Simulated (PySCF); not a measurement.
C3H14Si3, SMILES [SiH2](C(C)C)[SiH2][SiH3] at its GFN2-xTB optimised geometry (Å):

```
20

C      1.2898     0.5222     2.4797
C      1.7728     0.6188     1.0357
C      3.2932     0.7257     0.9982
Si     1.1412    -0.8624     0.0000
Si    -1.1768    -0.8624     0.0000
Si    -2.1939     1.2196     0.0000
H      0.2020     0.4938     2.5301
H      1.6327     1.3780     3.0614
H      1.6769    -0.3799     2.9508
H      1.3628     1.5425     0.6086
H      3.6480     0.8311    -0.0246
H      3.7485    -0.1659     1.4251
H      3.6379     1.5878     1.5693
H      1.7695    -2.0723     0.5547
H      1.7134    -0.7172    -1.3483
H     -1.6786    -1.6433     1.1450
H     -1.6486    -1.6425    -1.1562
H     -3.6480     1.1877    -0.1723
H     -1.6705     2.0723    -1.0720
H     -1.9532     1.9458     1.2513
```

Calculation: PBE0/def2-SVP run with PySCF. Cells within 0.4 Å of a nucleus heavier than hydrogen are left out (blank, or x).

Map of the deformation density (molecule minus spherical neutral atoms) (e/bohr³) on the plane z = 1.0 Å:

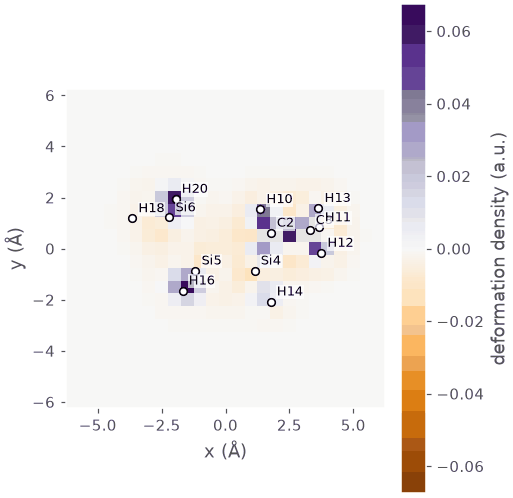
*Deformation density (molecule minus spherical neutral atoms) (e/bohr³) on the plane z = 1.0 Å.*
